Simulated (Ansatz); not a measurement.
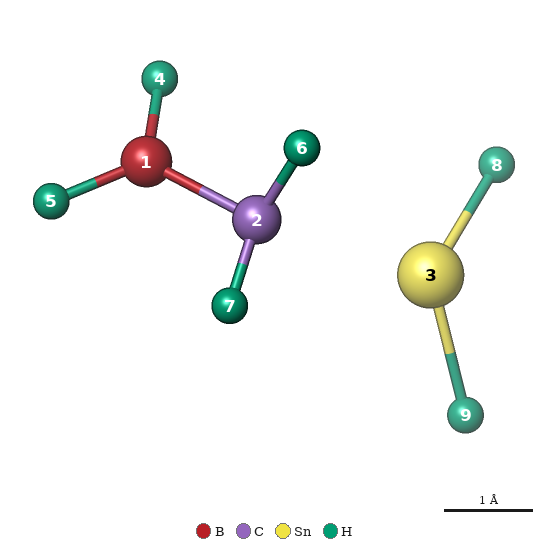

Simulated data, not a measurement (program: Ansatz).

Orthographic view. Depth is shown by fading: the farther an atom, the more it takes the colour of the background. The species has charge +1 and is a spin singlet. Geometry: moved along internal coordinates away from the minimum.

List the bonded neighbours of every atom.

B1: C2, H4, H5
C2: B1, H6, H7
Sn3: H8, H9
H4: B1
H5: B1
H6: C2
H7: C2
H8: Sn3
H9: Sn3
